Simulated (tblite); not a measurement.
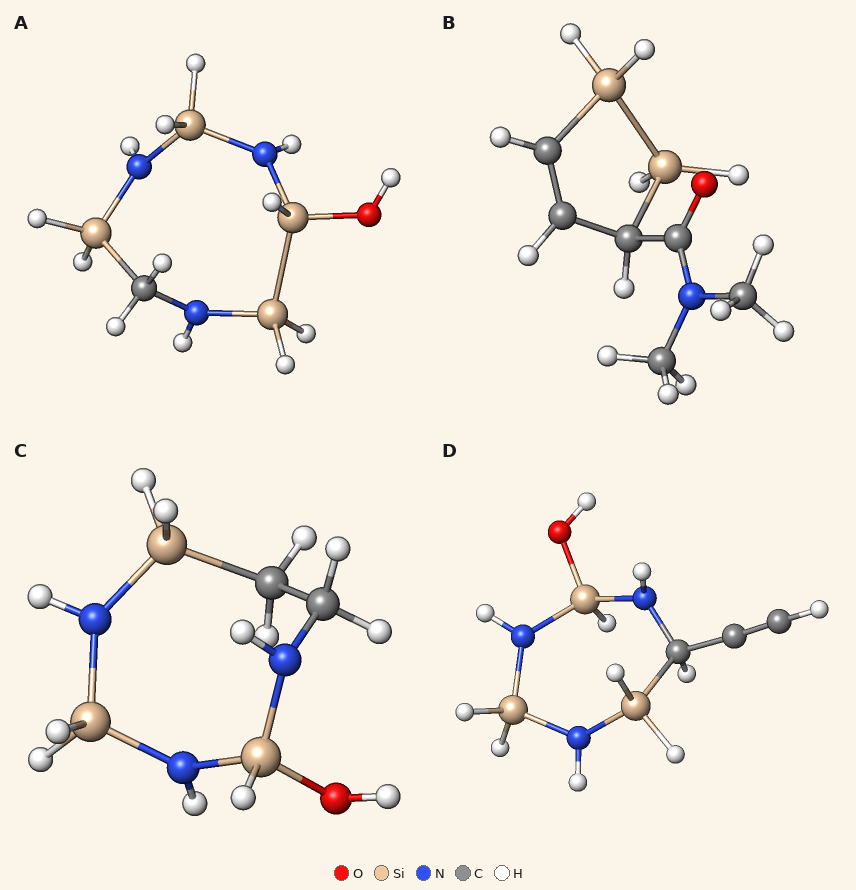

The picture comes from a calculation with tblite.

### Which panel belongs to which SMILES?
(1) O[Si@H]1NCC[SiH2]N[SiH2]N1
(2) C#C[C@@H]1N[Si@H](O)N[SiH2]N[SiH2]1
(3) CN(C)C(=O)[C@H]1C=C[SiH2][SiH2]1
(4) O[Si@H]1N[SiH2]N[SiH2]CN[SiH2]1

A is (4), B is (3), C is (1), D is (2).
